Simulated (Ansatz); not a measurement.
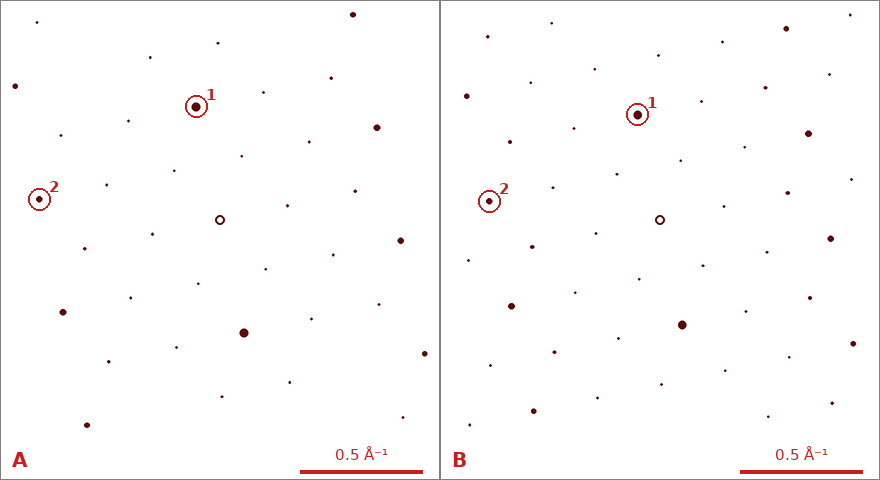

Kinematic electron diffraction patterns (200 kV, B = 0.5 Å², same scale) along [001] of the run's own cell, for the start and the end of one relaxation of Ca2Se3 with Ansatz, DFT PBE, scalar-relativistic, plane waves, PAW. k mesh 12×12×12. The start is a generated model structure, and the relaxation ends in the nearest stationary point of its symmetry, not necessarily the ground state. Spot 1 is -1 1 0 and spot 2 is -3 -2 0 in both.

Start structure:

```
Ca Se
1.0
     2.09530    1.20972    9.09537
    -2.09530    1.20972    9.09537
     0.00000   -2.41945    9.09537
Ca Se
2 3
Direct
  0.39695 0.39695 0.39695
  0.60305 0.60305 0.60305
  0.00000 0.00000 0.00000
  0.20747 0.20747 0.20747
  0.79253 0.79253 0.79253
```

**Which pattern belongs to the start structure, and which to the relaxed one?**

A is the start: its cell gives d(1) = 2.095 Å, d(2) = 1.330 Å and an angle of 71.5°. B is the relaxed structure, with d(1) = 2.255 Å (+7.6 %), d(2) = 1.410 Å (+6.0 %) and 71.8°.

**What did the relaxation do to the structure and the energy?**

The volume changed by +0.9 % to 27.91 Å³ an atom; with the mean shift removed, the atoms moved by up to 0.15 Å relative to the cell (Se most); the space group stayed R-3m (No. 166); the free energy fell by 19 meV an atom. Relaxed cell: a = 8.341 Å, b = 8.341 Å, c = 8.341 Å, α = 31.37°, β = 31.37°, γ = 31.37°.
